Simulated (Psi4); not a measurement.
**BPH6 (SMILES [BH3-][PH3+]): r2SCAN/def2-SVPD**

Aim: the energy change on altering one bond length of BPH6 at r2SCAN/def2-SVPD, from 2 runs. 

The calculation is run with Psi4 1.11.

1 further run of the same task is left out (set aside as unsound or not needed).

## 1. The molecule

BPH6 has 8 atoms, charge 0, and is taken as a singlet. SMILES: `[BH3-][PH3+]`. The coordinates come from a PBE0-D4/def2-TZVP relaxation.

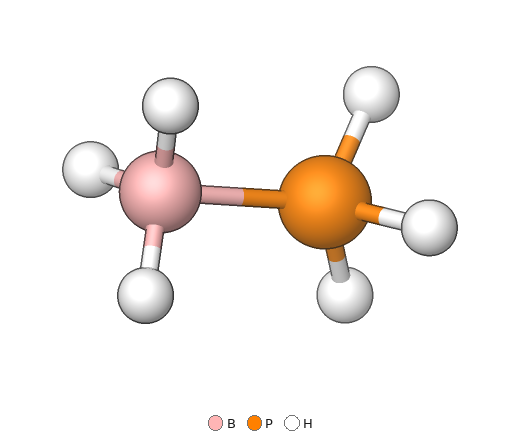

The structure, seen from a chosen angle (boron pink, phosphorus orange, hydrogen white).

## 2. A single-point energy at r2SCAN/def2-SVPD

Input file job.py:

```python
import psi4

psi4.set_memory(1600000000)
psi4.set_num_threads(1)
psi4.core.set_output_file('output.dat', False)

geom = psi4.geometry("""
0 1
B
P 1 1.910234
H 1 1.209149 2 103.78266
H 1 1.209077 3 114.50423 2 112.45937
H 1 1.209159 4 114.502 3 -135.11661
H 2 1.408393 1 118.03282 4 -179.98103
H 2 1.408511 6 99.69246 1 129.17104
H 2 1.408497 6 99.69328 7 101.6758
symmetry c1
no_reorient
no_com
""")

options = {'basis': 'def2-SVPD', 'puream': True, 'e_convergence': 1e-09, 'd_convergence': 1e-08, 'scf_type': 'pk', 'dft_radial_points': 99, 'dft_spherical_points': 590}
psi4.set_options(options)

e_tot, wfn = psi4.energy("R2SCAN", return_wfn=True)
psi4.oeprop(wfn, "DIPOLE", "LOWDIN_CHARGES", "QUADRUPOLE", title="R2SCAN")
print(f'total energy {e_tot:.8f} hartree = {e_tot * 27.211386:.5f} eV')
for k, v in sorted(psi4.core.scalar_variables().items()):
    print(f'{k:45s} {v:18.10f}')
```

Started as:

```console
$ python job.py
```

output.dat, shortened:

```text
[...]
  Running in c1 symmetry.
[...]
  Nuclear repulsion =   59.544512680838281
[...]
  Multiplicity = 1
[...]
  Nalpha       = 13
  Nbeta        = 13
[...]
    Number of basis functions: 92
[...]
   @RKS iter   1:  -369.39758331568567   -1.24240e-01   5.71629e-03 ADIIS/DIIS
[...]
   @RKS iter  10:  -369.60763829886031   -4.83169e-12   3.30275e-09 DIIS
[...]
    Orbital Energies [Eh]
    ---------------------
    Doubly Occupied:
       1A    -76.813161     2A     -6.575998     3A     -6.535953
       4A     -4.684340     5A     -4.684339     6A     -4.680489
       7A     -0.668328     8A     -0.473045     9A     -0.413171
      10A     -0.413151    11A     -0.295490    12A     -0.277956
      13A     -0.277948
[...]
  @RKS Final Energy:  -369.60763829886031
   => Energetics <=
    Nuclear Repulsion Energy =             59.5445126808382810
    One-Electron Energy =                -625.8610465147914965
    Two-Electron Energy =                 226.1564672503924385
    DFT Exchange-Correlation Energy =     -29.4475717152994712
    Empirical Dispersion Energy =           0.0000000000000000
    VV10 Nonlocal Energy =                  0.0000000000000000
    Total Energy =                       -369.6076382988603086
[...]
 Multipole Moments:
 ------------------------------------------------------------------------------------
     Multipole            Electronic (a.u.)      Nuclear  (a.u.)        Total (a.u.)
 ------------------------------------------------------------------------------------
 L = 1.  Multiply by 2.5417464519 to convert [e a0] to [Debye]
 Dipole X            :         -0.0004961            0.0004995            0.0000034
 Dipole Y            :         -0.0005242            0.0005480            0.0000238
 Dipole Z            :          2.0655986           -0.4936840            1.5719146
 Magnitude           :                                                    1.5719146
 L = 2.  Multiply by 1.3450342976 to convert [e a0^2] to [Debye ang]
 Quadrupole XX       :        -33.0127774           15.6627026          -17.3500748
 Quadrupole XY       :          0.0001760           -0.0000387            0.0001374
[...]
```

The script printed:

```text
total energy -369.60763830 hartree = -10057.53611 eV
CURRENT ENERGY                                   -369.6076382989
CURRENT REFERENCE ENERGY                         -369.6076382989
DD SOLVATION ENERGY                                 0.0000000000
DFT FUNCTIONAL TOTAL ENERGY                      -369.6076382989
DFT TOTAL ENERGY                                 -369.6076382989
DFT VV10 ENERGY                                     0.0000000000
DFT XC ENERGY                                     -29.4475717153
GRID ELECTRONS ALPHA                               13.0000000648
GRID ELECTRONS BETA                                13.0000000648
GRID ELECTRONS TOTAL                               26.0000001296
NUCLEAR REPULSION ENERGY                           59.5445126808
ONE-ELECTRON ENERGY                              -625.8610465148
PCM POLARIZATION ENERGY                             0.0000000000
PE ENERGY                                           0.0000000000
SCF ITERATION ENERGY                             -369.6076382989
SCF ITERATIONS                                     10.0000000000
SCF TOTAL ENERGY                                 -369.6076382989
TWO-ELECTRON ENERGY                               226.1564672504
XC GRID RADIAL POINTS                              99.0000000000
XC GRID SPHERICAL POINTS                          590.0000000000
XC GRID TOTAL POINTS                           447139.0000000000
```

It took 41 s on 1 thread of AMD EPYC 7R43 (Zen 3), shared host; peak memory 0.93 GiB.

## 3. The distorted shape

Input file bh6p.inp:

```
memory 1600 mb

molecule geom {
  0 1
  B
  P 1 1.910234
  H 1 1.209149 2 103.78266
  H 1 1.209077 3 114.50423 2 112.45937
  H 1 1.5719 4 114.50199 3 -135.1166
  H 2 1.408393 1 118.03282 4 -179.98103
  H 2 1.408511 6 99.69246 1 129.17104
  H 2 1.408497 6 99.69328 7 101.6758
  symmetry c1
}

set {
  basis def2-SVPD
  reference rks
  puream true
  e_convergence 1e-09
  d_convergence 1e-08
  scf_type pk
  dft_radial_points 99
  dft_spherical_points 590
}

e, wfn = energy('r2scan', return_wfn=True)
oeprop(wfn, 'LOWDIN_CHARGES', 'MAYER_INDICES', 'WIBERG_LOWDIN_INDICES', title='R2SCAN')
```

Started as:

```console
$ psi4 -i bh6p.inp -o bh6p.out -n 1
```

bh6p.out, shortened:

```text
[...]
  Running in c1 symmetry.
[...]
  Nuclear repulsion =   58.646853853512347
[...]
  Multiplicity = 1
[...]
  Nalpha       = 13
  Nbeta        = 13
[...]
    Number of basis functions: 92
[...]
   @RKS iter   1:  -369.38813995297505   -1.75731e-01   5.40912e-03 DIIS/ADIIS
[...]
   @RKS iter  11:  -369.57903440976969   -3.35376e-12   4.44003e-09 DIIS
[...]
    Orbital Energies [Eh]
    ---------------------
    Doubly Occupied:
       1A    -76.817883     2A     -6.608826     3A     -6.540583
       4A     -4.688944     5A     -4.688924     6A     -4.685231
       7A     -0.672037     8A     -0.469799     9A     -0.416322
      10A     -0.415844    11A     -0.300276    12A     -0.286081
      13A     -0.251101
[...]
  @RKS Final Energy:  -369.57903440976969
   => Energetics <=
    Nuclear Repulsion Energy =             58.6468538535123471
    One-Electron Energy =                -623.9609963413782907
    Two-Electron Energy =                 225.1044425447813069
    DFT Exchange-Correlation Energy =     -29.3693344666849967
    Empirical Dispersion Energy =           0.0000000000000000
    VV10 Nonlocal Energy =                  0.0000000000000000
    Total Energy =                       -369.5790344097696902
[...]
 Multipole Moments:
 ------------------------------------------------------------------------------------
     Multipole            Electronic (a.u.)      Nuclear  (a.u.)        Total (a.u.)
 ------------------------------------------------------------------------------------
 L = 1.  Multiply by 2.5417464519 to convert [e a0] to [Debye]
 Dipole X            :         -0.4567152            0.2625342           -0.1941810
 Dipole Y            :          0.2627327           -0.1506596            0.1120731
 Dipole Z            :          2.2247392           -0.5679190            1.6568202
 Magnitude           :                                                    1.6719210
[...]
```

Wall time 42 s (1 thread of AMD EPYC 7R43 (Zen 3), shared host); peak memory 0.93 GiB.

## 4. Summary of results

Level: r2SCAN/def2-SVPD.

```
                                                         quantity          value
                                        first shape: total energy  -369.60764 Eh
                                       first shape: dipole moment         4.00 D
                                         first shape: HOMO energy       -7.56 eV
                                         first shape: LUMO energy       -0.04 eV
                                       first shape: HOMO–LUMO gap        7.53 eV
                                    distorted shape: total energy  -369.57903 Eh
                                   distorted shape: dipole moment         4.25 D
                                     distorted shape: HOMO energy       -6.83 eV
                                     distorted shape: LUMO energy       -0.32 eV
                                   distorted shape: HOMO–LUMO gap        6.52 eV
energy change with the B1–H5 bond stretched from 1.209 to 1.572 Å       0.778 eV
```

With the B1–H5 bond stretched from 1.209 to 1.572 Å the energy rises by 0.78 eV (75.1 kJ/mol). The first shape isn't relaxed at this level, so the change isn't measured from a minimum.
